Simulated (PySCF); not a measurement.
The calculation's input:

```
{"job": {"kind": "nmr", "xc": "PBE0", "basis": "pcSseg-1"}, "charge": 0, "multiplicity": 1}
C      1.981073    -1.160230     0.289266
C      1.992630    -0.043522     1.312100
S      0.630175     1.158772     1.088176
Al    -0.138736     0.693193    -0.953284
N     -1.350841     2.388711    -1.007059
S     -1.618952    -0.920205    -1.357319
C     -2.028402    -1.634546     0.288605
H      2.056343    -0.749197    -0.722935
H      1.054998    -1.733705     0.359626
H      2.821517    -1.833528     0.456826
H      2.918667     0.529112     1.256515
H      1.884818    -0.435612     2.324337
H      0.800560     1.014110    -2.122602
H     -0.772841     3.221012    -1.105976
H     -2.023288     2.371019    -1.772373
H     -1.868020     2.474980    -0.130321
H     -3.110072    -1.652134     0.375073
H     -1.598338    -1.030647     1.085218
H     -1.641096    -2.648333     0.328667
```

Command:

```sh
OMP_NUM_THREADS=1 python probes_run.py task.json out
```

Geometry: GFN2-xTB.

Computed with PySCF, PBE0/pcSseg-1, SCF density, gas phase, non-relativistic.

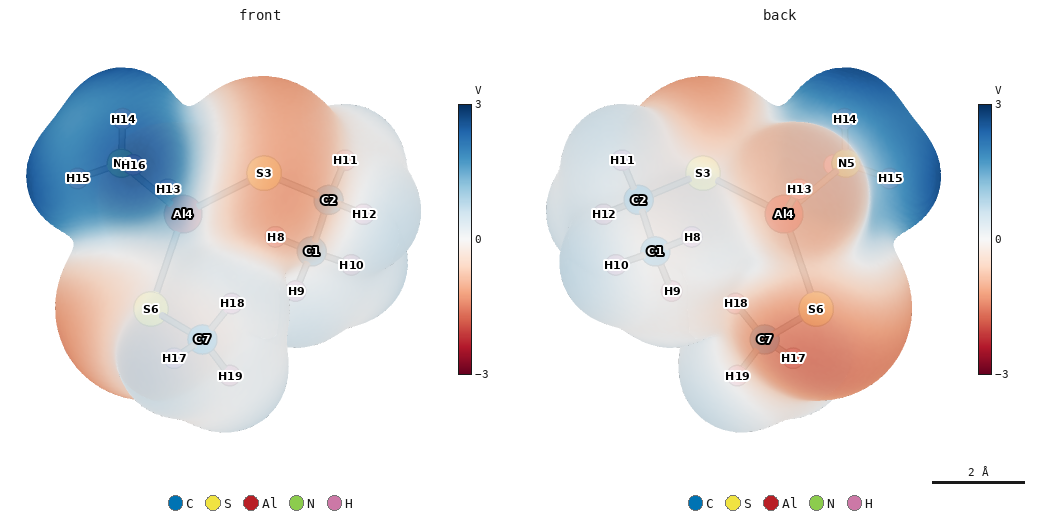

C3H12AlNS2. The electrostatic potential painted on the density surface at 0.002 e/bohr³, seen from the front and from behind; red is negative and blue positive.

> Describe the electrostatic potential map.

The most negative region (about −1.6 V) lies over S6, the most positive (about +2.6 V) over H14, H15 and H16.

> What dipole moment does the calculation give?

Its dipole moment is 3.50 D.
